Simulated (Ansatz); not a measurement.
## Geometry relaxation of SiH$_{5}$O (part 2 of 2)

SiH$_{5}$O, multiplicity 2; UHF/6-31G* (Ansatz 0.2.0). It belongs to a series of runs on one base structure; here: end point B relaxed.

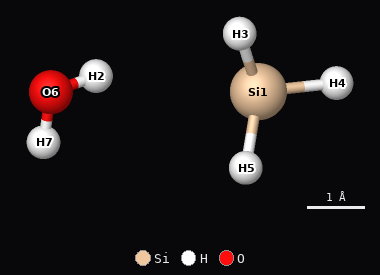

*The geometry at step 30 of the log (ball-and-stick view, seen at a tilt; atoms are numbered from 1 in the order of the input).*

**Trajectory as extended XYZ, continued**
```
7
Properties=species:S:1:pos:R:3:forces:R:3 step=14 energy=-9976.14970 accepted=F
Si    0.0062    0.0501   -0.6654   -0.0007   0.0088  -0.0221
H    -0.0693    0.2531    3.0013    0.2519  -0.4420   0.7410
H     1.4243    0.0191   -1.0698   -0.0158   0.0018   0.0101
H    -0.6854    1.2284   -1.2252    0.0114  -0.0199   0.0058
H    -0.6848   -1.1988   -1.0408    0.0041   0.0105   0.0083
O     0.1196   -0.2775    3.7835   -0.6358   0.1981  -0.7898
H    -0.6236   -0.8755    3.8449    0.3849   0.2428   0.0467
7
Properties=species:S:1:pos:R:3:forces:R:3 step=15 energy=-9976.15899 accepted=F
Si    0.0101    0.0435   -0.6631    0.0006   0.0015  -0.0076
H    -0.0468    0.2309    2.9845    0.0443  -0.1048   0.2050
H     1.4238    0.0185   -1.0812   -0.0062  -0.0002   0.0053
H    -0.6867    1.2296   -1.1962    0.0022  -0.0039  -0.0020
H    -0.6855   -1.1994   -1.0482    0.0025   0.0038   0.0047
O     0.0876   -0.2436    3.7982   -0.1314   0.0333  -0.2147
H    -0.6154   -0.8806    3.8345    0.0880   0.0704   0.0092
7
Properties=species:S:1:pos:R:3:forces:R:3 step=16 energy=-9976.15931
Si    0.0118    0.0405   -0.6621    0.0016  -0.0010  -0.0031
H    -0.0368    0.2203    2.9762    0.0058  -0.0272   0.0564
H     1.4235    0.0181   -1.0863   -0.0037  -0.0001   0.0037
H    -0.6872    1.2304   -1.1828   -0.0001   0.0000  -0.0042
H    -0.6857   -1.1997   -1.0519    0.0015   0.0023   0.0034
O     0.0729   -0.2277    3.8048   -0.0268   0.0040  -0.0549
H    -0.6114   -0.8830    3.8306    0.0218   0.0219  -0.0013
7
Properties=species:S:1:pos:R:3:forces:R:3 step=17 energy=-9976.15781 accepted=F
Si    0.0067    0.0488   -0.6645    0.0009   0.0025   0.0041
H    -0.0569    0.2498    3.0009    0.1136  -0.2017   0.3583
H     1.4237    0.0191   -1.0708   -0.0075   0.0030   0.0020
H    -0.6874    1.2281   -1.2170    0.0057  -0.0117  -0.0053
H    -0.6843   -1.2003   -1.0376   -0.0001   0.0074   0.0011
O     0.1083   -0.2701    3.7847   -0.2866   0.0908  -0.3912
H    -0.6231   -0.8764    3.8328    0.1740   0.1096   0.0310
7
Properties=species:S:1:pos:R:3:forces:R:3 step=18 energy=-9976.15968
Si    0.0075    0.0508   -0.6599   -0.0033   0.0046  -0.0048
H    -0.0420    0.2195    2.9748    0.0078  -0.0151   0.0407
H     1.4230    0.0195   -1.0702   -0.0017   0.0002   0.0031
H    -0.6865    1.2298   -1.2122    0.0033  -0.0056  -0.0014
H    -0.6866   -1.1972   -1.0305    0.0010   0.0018   0.0033
O     0.0846   -0.2415    3.7936   -0.0295  -0.0046  -0.0435
H    -0.6130   -0.8820    3.8329    0.0224   0.0188   0.0025
7
Properties=species:S:1:pos:R:3:forces:R:3 step=19 energy=-9976.16027
Si   -0.0001    0.0666   -0.6569   -0.0110   0.0133  -0.0081
H    -0.0533    0.2329    2.9842    0.0403  -0.0513   0.1142
H     1.4222    0.0215   -1.0425   -0.0059   0.0009   0.0025
H    -0.6850    1.2268   -1.2611    0.0126  -0.0228   0.0045
H    -0.6885   -1.1940   -0.9956    0.0037   0.0092   0.0029
O     0.1090   -0.2738    3.7708   -0.0978   0.0179  -0.1322
H    -0.6173   -0.8811    3.8296    0.0582   0.0328   0.0162
7
Properties=species:S:1:pos:R:3:forces:R:3 step=20 energy=-9976.15842 accepted=F
Si   -0.0047    0.0760   -0.6509   -0.0160   0.0168  -0.0238
H    -0.0766    0.2660    3.0082    0.1872  -0.2451   0.3687
H     1.4213    0.0234   -1.0218   -0.0044   0.0023   0.0074
H    -0.6833    1.2202   -1.2933    0.0166  -0.0277   0.0117
H    -0.6876   -1.1924   -0.9717    0.0030   0.0092   0.0088
O     0.1443   -0.3221    3.7288   -0.4179   0.1510  -0.4149
H    -0.6263   -0.8721    3.8292    0.2315   0.0934   0.0421
7
Properties=species:S:1:pos:R:3:forces:R:3 step=21 energy=-9976.16090
Si   -0.0062    0.0742   -0.6431    0.0040  -0.0089  -0.0673
H    -0.0622    0.2536    2.9954    0.0123  -0.0167   0.0432
H     1.4178    0.0214   -1.0212    0.0088  -0.0012   0.0269
H    -0.6800    1.2179   -1.2863   -0.0104   0.0212   0.0146
H    -0.6907   -1.1889   -0.9787   -0.0026  -0.0107   0.0280
O     0.1240   -0.2955    3.7456   -0.0328   0.0041  -0.0499
H    -0.6157   -0.8837    3.8169    0.0208   0.0121   0.0045
7
Properties=species:S:1:pos:R:3:forces:R:3 step=22 energy=-9976.16172
Si   -0.0091    0.0776   -0.6321    0.0028  -0.0051  -0.0470
H    -0.0706    0.2674    2.9910    0.0198  -0.0302   0.0596
H     1.4173    0.0207   -0.9992    0.0119  -0.0016   0.0208
H    -0.6790    1.2150   -1.2899   -0.0107   0.0213   0.0068
H    -0.6923   -1.1888   -0.9565   -0.0044  -0.0140   0.0219
O     0.1362   -0.3111    3.7137   -0.0454   0.0161  -0.0668
H    -0.6154   -0.8820    3.8016    0.0260   0.0135   0.0046
7
Properties=species:S:1:pos:R:3:forces:R:3 step=23 energy=-9976.16250
Si   -0.0133    0.0830   -0.6319    0.0026  -0.0008   0.0137
H    -0.0852    0.2965    3.0125    0.1082  -0.1728   0.2120
H     1.4186    0.0204   -0.9770   -0.0019  -0.0002   0.0019
H    -0.6784    1.2127   -1.3086   -0.0018   0.0031  -0.0129
H    -0.6941   -1.1904   -0.9338    0.0001  -0.0011   0.0021
O     0.1568   -0.3438    3.6748   -0.1809   0.1554  -0.2355
H    -0.6174   -0.8795    3.7925    0.0737   0.0164   0.0187
7
Properties=species:S:1:pos:R:3:forces:R:3 step=24 energy=-9976.16167 accepted=F
Si   -0.0148    0.0855   -0.6266   -0.0010   0.0015   0.0258
H    -0.1040    0.3347    3.0523    0.2445  -0.3444   0.2999
H     1.4188    0.0212   -0.9638    0.0004   0.0003  -0.0007
H    -0.6774    1.2066   -1.3208   -0.0005   0.0003  -0.0187
H    -0.6918   -1.1922   -0.9195   -0.0007  -0.0003   0.0004
O     0.1785   -0.3884    3.6115   -0.4713   0.3039  -0.3208
H    -0.6223   -0.8685    3.7954    0.2287   0.0387   0.0141
7
Properties=species:S:1:pos:R:3:forces:R:3 step=25 energy=-9976.16436
Si   -0.0166    0.0888   -0.6255   -0.0018   0.0044  -0.0017
H    -0.0893    0.3070    3.0243    0.0521   0.0007   0.0315
H     1.4172    0.0227   -0.9621    0.0008   0.0002   0.0063
H    -0.6774    1.2079   -1.3250    0.0009  -0.0034  -0.0057
H    -0.6935   -1.1893   -0.9170   -0.0011  -0.0001   0.0068
O     0.1664   -0.3646    3.6428   -0.1107   0.0034  -0.0602
H    -0.6199   -0.8736    3.7909    0.0598  -0.0052   0.0230
7
Properties=species:S:1:pos:R:3:forces:R:3 step=26 energy=-9976.16591
Si   -0.0265    0.0982   -0.6113   -0.0054   0.0092  -0.0096
H    -0.0843    0.3172    3.0204    0.0364   0.0049   0.0232
H     1.4133    0.0254   -0.9202   -0.0013  -0.0009   0.0079
H    -0.6744    1.2001   -1.3502    0.0044  -0.0083  -0.0013
H    -0.6980   -1.1865   -0.8862    0.0013   0.0010   0.0092
O     0.1747   -0.3803    3.6076   -0.0824  -0.0023  -0.0434
H    -0.6179   -0.8753    3.7684    0.0471  -0.0036   0.0140
7
Properties=species:S:1:pos:R:3:forces:R:3 step=27 energy=-9976.16731
Si   -0.0307    0.1056   -0.6094   -0.0120   0.0136   0.0361
H    -0.0910    0.3450    3.0502    0.1218  -0.1690   0.1340
H     1.4134    0.0269   -0.8970   -0.0103   0.0008  -0.0077
H    -0.6730    1.1939   -1.3740    0.0145  -0.0246  -0.0149
H    -0.6997   -1.1860   -0.8585    0.0057   0.0119  -0.0053
O     0.1859   -0.4126    3.5554   -0.2351   0.1571  -0.1448
H    -0.6179   -0.8740    3.7618    0.1153   0.0102   0.0026
7
Properties=species:S:1:pos:R:3:forces:R:3 step=28 energy=-9976.16327 accepted=F
Si   -0.0413    0.1196   -0.5771   -0.0095   0.0096  -0.1697
H    -0.0932    0.3827    3.0910    0.3177  -0.6541   0.3090
H     1.4024    0.0298   -0.8651    0.0203   0.0079   0.0591
H    -0.6623    1.1714   -1.4119    0.0031  -0.0064   0.0572
H    -0.6986   -1.1776   -0.8287   -0.0164  -0.0092   0.0617
O     0.1937   -0.4527    3.4717   -0.5481   0.6273  -0.2797
H    -0.6137   -0.8743    3.7485    0.2328   0.0249  -0.0377
7
Properties=species:S:1:pos:R:3:forces:R:3 step=29 energy=-9976.17011
Si   -0.0373    0.1225   -0.6019   -0.0106   0.0042   0.0097
H    -0.0892    0.3543    3.0647    0.0682  -0.0995   0.0787
H     1.4092    0.0294   -0.8730   -0.0070   0.0002   0.0026
H    -0.6659    1.1808   -1.4181    0.0093  -0.0161  -0.0075
H    -0.7063   -1.1758   -0.8155    0.0065   0.0129   0.0053
O     0.1889   -0.4249    3.5313   -0.1283   0.0938  -0.0876
H    -0.6124   -0.8873    3.7410    0.0619   0.0044  -0.0013
7
Properties=species:S:1:pos:R:3:forces:R:3 step=30 energy=-9976.17267
Si   -0.0433    0.1353   -0.5948   -0.0149   0.0069   0.0030
H    -0.0901    0.3692    3.0845    0.0574  -0.1186   0.0759
H     1.4061    0.0313   -0.8468   -0.0088   0.0026   0.0036
H    -0.6600    1.1693   -1.4519    0.0151  -0.0275  -0.0007
H    -0.7111   -1.1687   -0.7780    0.0062   0.0194   0.0058
O     0.1920   -0.4424    3.4896   -0.0770   0.1208  -0.0848
H    -0.6065   -0.8951    3.7259    0.0220  -0.0036  -0.0028
7
Properties=species:S:1:pos:R:3:forces:R:3 step=31 energy=-9976.17543
Si   -0.0520    0.1529   -0.5784   -0.0243   0.0066  -0.0811
H    -0.0893    0.3916    3.1199    0.1273  -0.3081   0.1230
H     1.3996    0.0352   -0.8127   -0.0019   0.0057   0.0274
H    -0.6497    1.1473   -1.4972    0.0195  -0.0323   0.0363
H    -0.7173   -1.1567   -0.7315    0.0035   0.0215   0.0303
O     0.1941   -0.4668    3.4234   -0.1569   0.3164  -0.1289
H    -0.5984   -0.9046    3.7050    0.0328  -0.0098  -0.0070
7
Properties=species:S:1:pos:R:3:forces:R:3 step=32 energy=-9976.17982
Si   -0.0766    0.1516   -0.5608   -0.0090   0.0560   0.0426
H    -0.0568    0.4205    3.1517    0.0443  -0.1632   0.0591
H     1.3814    0.0391   -0.7259    0.0599  -0.0043   0.0059
H    -0.6402    1.1261   -1.5134   -0.0155   0.0290  -0.0426
H    -0.7299   -1.1584   -0.7114   -0.0385  -0.0772   0.0080
O     0.2067   -0.4613    3.3891   -0.1054   0.1181  -0.0507
H    -0.5978   -0.9186    3.5991    0.0642   0.0415  -0.0223
7
Properties=species:S:1:pos:R:3:forces:R:3 step=33 energy=-9976.17318 accepted=F
Si   -0.1158    0.1807   -0.5121    0.0280   0.1060  -0.1135
H    -0.0259    0.4572    3.1954    0.3213  -1.2883   0.0767
H     1.3549    0.0519   -0.5695   -0.0558   0.0300   0.0117
H    -0.6117    1.0751   -1.5897    0.0613  -0.1049   0.0984
H    -0.7558   -1.1441   -0.6033   -0.0377  -0.0244   0.0150
O     0.2201   -0.4820    3.2391   -0.3666   1.2341  -0.0664
H    -0.5789   -0.9399    3.4686    0.0495   0.0477  -0.0218
7
Properties=species:S:1:pos:R:3:forces:R:3 step=34 energy=-9976.18392
Si   -0.0971    0.1733   -0.5460   -0.0012   0.0590   0.0140
H    -0.0422    0.4182    3.1397    0.0289  -0.1486   0.0550
H     1.3671    0.0526   -0.6488    0.0345  -0.0001   0.0099
H    -0.6224    1.0990   -1.5691   -0.0022   0.0042  -0.0197
H    -0.7463   -1.1437   -0.6546   -0.0335  -0.0609   0.0113
O     0.2166   -0.4710    3.3516   -0.0947   0.0915  -0.0449
H    -0.5888   -0.9296    3.5559    0.0682   0.0549  -0.0256
7
Properties=species:S:1:pos:R:3:forces:R:3 step=35 energy=-9976.18637
Si   -0.1032    0.1854   -0.5387   -0.0212   0.0301  -0.0033
H    -0.0400    0.4266    3.1712    0.1640  -0.3822   0.0438
H     1.3646    0.0622   -0.6145   -0.0102  -0.0031   0.0046
H    -0.6123    1.0807   -1.6006    0.0186  -0.0379   0.0079
H    -0.7553   -1.1370   -0.6132    0.0081   0.0144   0.0054
O     0.2141   -0.4880    3.2753   -0.3050   0.3639  -0.0115
H    -0.5809   -0.9309    3.5491    0.1457   0.0149  -0.0468
7
Properties=species:S:1:pos:R:3:forces:R:3 step=36 energy=-9976.19086
Si   -0.1186    0.2048   -0.5152   -0.0042   0.0130  -0.0281
H    -0.0302    0.4228    3.1449    0.1275  -0.3183   0.0386
H     1.3501    0.0755   -0.5480   -0.0063   0.0010   0.0164
H    -0.5932    1.0487   -1.6328    0.0072  -0.0191   0.0083
H    -0.7702   -1.1189   -0.5534   -0.0008   0.0071   0.0164
O     0.2206   -0.4932    3.2304   -0.2270   0.3042  -0.0144
H    -0.5715   -0.9407    3.5026    0.1036   0.0121  -0.0371
7
Properties=species:S:1:pos:R:3:forces:R:3 step=37 energy=-9976.19304
Si   -0.1481    0.2420   -0.4915   -0.0205   0.0302   0.0325
H    -0.0033    0.4267    3.1604    0.1673  -0.6227  -0.0448
H     1.3228    0.1101   -0.3781   -0.1535   0.0188  -0.0830
H    -0.5504    0.9718   -1.7258    0.1037  -0.1919   0.1417
H    -0.8182   -1.0767   -0.3877    0.0652   0.1442  -0.0823
O     0.2258   -0.5009    3.0791   -0.1588   0.6379   0.0477
H    -0.5415   -0.9740    3.3720   -0.0034  -0.0165  -0.0119
7
Properties=species:S:1:pos:R:3:forces:R:3 step=38 energy=-9976.20503
Si   -0.1880    0.2946   -0.5374    0.0783  -0.0925   0.0066
H     0.0301    0.3994    3.3299   -0.0127   0.0088   0.0163
H     1.2704    0.1616   -0.3407   -0.0729   0.0313  -0.0078
H    -0.4864    0.8535   -1.8739   -0.0024  -0.0047   0.0244
H    -0.8638   -1.0091   -0.3625    0.0034   0.0606   0.0039
O     0.2585   -0.4988    3.1340   -0.1002  -0.0823  -0.0236
H    -0.5337   -1.0023    3.2791    0.1064   0.0787  -0.0197
7
Properties=species:S:1:pos:R:3:forces:R:3 step=39 energy=-9976.20716
Si   -0.1826    0.2994   -0.5262    0.0532  -0.0598   0.0234
H     0.0271    0.3929    3.3442   -0.0504   0.1572   0.0549
H     1.2749    0.1650   -0.3352   -0.0470   0.0220  -0.0095
H    -0.4881    0.8308   -1.8719   -0.0008  -0.0070   0.0129
H    -0.8667   -0.9935   -0.3153    0.0002   0.0400  -0.0015
O     0.2554   -0.4915    3.1029   -0.0340  -0.2132  -0.0679
H    -0.5332   -1.0043    3.2301    0.0787   0.0607  -0.0124
7
Properties=species:S:1:pos:R:3:forces:R:3 step=40 energy=-9976.18700 accepted=F
Si   -0.1602    0.2973   -0.4665   -0.0095  -0.0438   0.0226
H     0.0211    0.3847    3.3704    0.4528  -1.0428  -0.7081
H     1.3016    0.1570   -0.3348   -0.0124  -0.0118   0.0227
H    -0.5014    0.8038   -1.8110   -0.0116   0.0353  -0.0549
H    -0.8589   -0.9825   -0.2300    0.0267   0.0198   0.0211
O     0.2094   -0.4556    2.9168   -0.8043   1.0250   0.9390
H    -0.5246   -1.0057    3.1836    0.3583   0.0182  -0.2424
7
Properties=species:S:1:pos:R:3:forces:R:3 step=41 energy=-9976.20927
Si   -0.1786    0.3002   -0.5090    0.0403  -0.0577   0.0285
H     0.0260    0.3907    3.3415   -0.0357   0.1399   0.0528
H     1.2792    0.1636   -0.3262   -0.0363   0.0199  -0.0083
H    -0.4903    0.8210   -1.8572   -0.0006  -0.0043   0.0041
H    -0.8658   -0.9887   -0.2851    0.0006   0.0381  -0.0024
O     0.2482   -0.4837    3.0604   -0.0181  -0.1676  -0.0621
H    -0.5317   -1.0043    3.2041    0.0497   0.0318  -0.0125
7
Properties=species:S:1:pos:R:3:forces:R:3 step=42 energy=-9976.20929
Si   -0.1710    0.2962   -0.4866   -0.0174   0.0084   0.0480
H     0.0305    0.3831    3.3750    0.1628  -0.4270  -0.2380
H     1.2867    0.1654   -0.3132   -0.0079  -0.0122  -0.0065
H    -0.4915    0.8018   -1.8382    0.0042  -0.0102  -0.0184
H    -0.8696   -0.9818   -0.2413    0.0206   0.0138  -0.0067
O     0.2281   -0.4609    2.9697   -0.2752   0.4167   0.2831
H    -0.5263   -1.0049    3.1631    0.1131   0.0107  -0.0614
7
Properties=species:S:1:pos:R:3:forces:R:3 step=43 energy=-9976.21252
Si   -0.1838    0.3004   -0.4559   -0.0590   0.0567  -0.0814
H     0.0801    0.3519    3.4111    0.0257  -0.0795  -0.0862
H     1.2675    0.1753   -0.2469    0.0434  -0.0016   0.0037
H    -0.4669    0.7642   -1.8370    0.0255  -0.0244   0.0674
H    -0.8795   -0.9763   -0.2109   -0.0131  -0.0265   0.0163
O     0.1702   -0.4041    2.8435   -0.0523   0.0655   0.1156
H    -0.5007   -1.0125    3.1246    0.0299   0.0099  -0.0355
7
Properties=species:S:1:pos:R:3:forces:R:3 step=44 energy=-9976.21395
Si   -0.1838    0.3055   -0.4544   -0.0073   0.0003   0.0043
H     0.0611    0.3606    3.3814   -0.0039   0.0009  -0.0005
H     1.2689    0.1787   -0.2441    0.0025   0.0015  -0.0027
H    -0.4667    0.7563   -1.8354    0.0047  -0.0018  -0.0003
H    -0.8847   -0.9664   -0.1907   -0.0006   0.0008   0.0050
O     0.2003   -0.4251    2.8704    0.0061  -0.0043  -0.0004
H    -0.5081   -1.0107    3.1014   -0.0015   0.0026  -0.0054
7
Properties=species:S:1:pos:R:3:forces:R:3 step=45 energy=-9976.21133 accepted=F
Si   -0.1827    0.3074   -0.4367    0.0297  -0.0096  -0.0020
H     0.0343    0.3685    3.3525    0.1202  -0.2138  -0.1497
H     1.2719    0.1778   -0.2378   -0.0175  -0.0055   0.0092
H    -0.4703    0.7434   -1.8200   -0.0165   0.0091  -0.0129
H    -0.8906   -0.9571   -0.1535    0.0084   0.0066   0.0088
O     0.2444   -0.4415    2.8967   -0.4957   0.0146   0.2389
H    -0.5201   -0.9996    3.0273    0.3714   0.1986  -0.0922
7
Properties=species:S:1:pos:R:3:forces:R:3 step=46 energy=-9976.21433
Si   -0.1815    0.3082   -0.4428    0.0058  -0.0015   0.0173
H     0.0497    0.3602    3.3665    0.0097  -0.0085  -0.0124
H     1.2719    0.1784   -0.2383   -0.0025   0.0007  -0.0023
H    -0.4680    0.7458   -1.8270   -0.0040  -0.0074  -0.0046
H    -0.8864   -0.9573   -0.1575    0.0000   0.0082  -0.0082
O     0.2108   -0.4269    2.8634   -0.0197   0.0095   0.0235
H    -0.5095   -1.0094    3.0643    0.0108  -0.0010  -0.0132
```

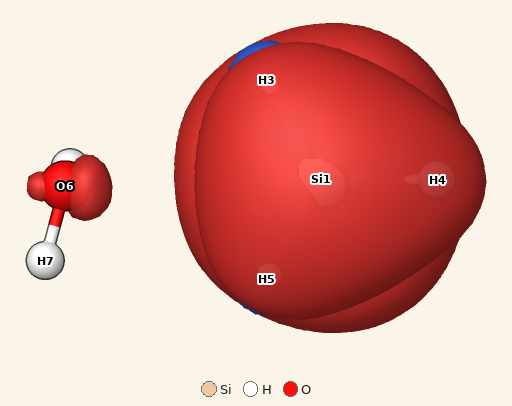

*Isosurfaces of the spin density at +0.004 (red) and −0.004 e/Å³ (blue), seen at a tilt.*

The unpaired spin (1 electron) lies mostly on Si1 (about 0.9), in electrons by Hirshfeld's partition.

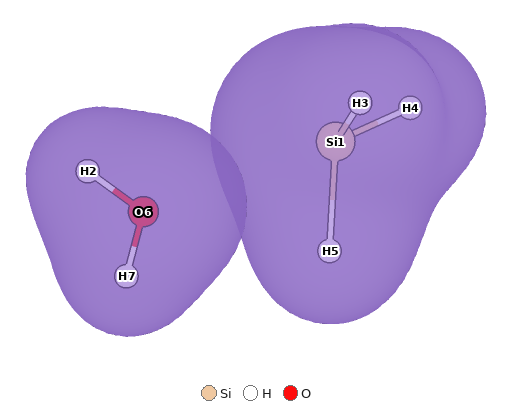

*Isosurface of the electron density at 0.05 e/Å³ (purple), seen at a tilt.*

At this value the surface falls into two separate pieces. It is pinched off along the Si···O (3.41 Å) contacts. On the grid the lowest density along these lines, outside the cores, is 0.04 e/Å³ (Si···O, 3.41 Å), 2.4 e/Å³ (O–H, 0.95 Å) and 0.79 e/Å³ (Si–H, 1.47 Å).

This output came from the following input.

**Input**
```yaml
crystal:
  periodic: [false, false, false]
  atoms:
    - { symbol: Si, position_ang: [0.008409, 0.013627, -0.316625] }
    - { symbol: H, position_ang: [-0.009707, -0.012593, 2.350534] }
    - { symbol: H, position_ang: [1.414778, 0.009745, -0.758084] }
    - { symbol: H, position_ang: [-0.697178, 1.229149, -0.761167] }
    - { symbol: H, position_ang: [-0.695217, -1.205688, -0.759962] }
    - { symbol: O, position_ang: [-0.017937, -0.031431, 3.321549] }
    - { symbol: H, position_ang: [-0.516148, -0.803908, 3.552256] }
magnetization:
  spin_polarized: true
  initial_magnetization: 1
basis:
  gaussian: { orbitals: "6-31G*" }
hamiltonian:
  xc: hf
relax:
  f_tol: 0.03
  max_steps: 50
output:
  orbitals: {}
```

Launched with:
```bash
ansatz run input.yaml --threads 1 --pin off --max-ram 2048MiB --backend cpu --events-out ev --progress --plain --runs-dir out
```

**Key numbers**

| quantity | value |
| --- | --- |
| outcome | converged |
| total energy | −9976.2143 eV |
| mean-field energy | −9976.2143 eV |
| ⟨S²⟩ | 0.754 |
| largest force (length of the vector) at the end | 0.032 eV/Å |
| hardware | 1 thread of Arm Neoverse V2, 24 GiB of memory available, shared host |
| wall time | 16 s |
| peak memory | 0.09 GiB |
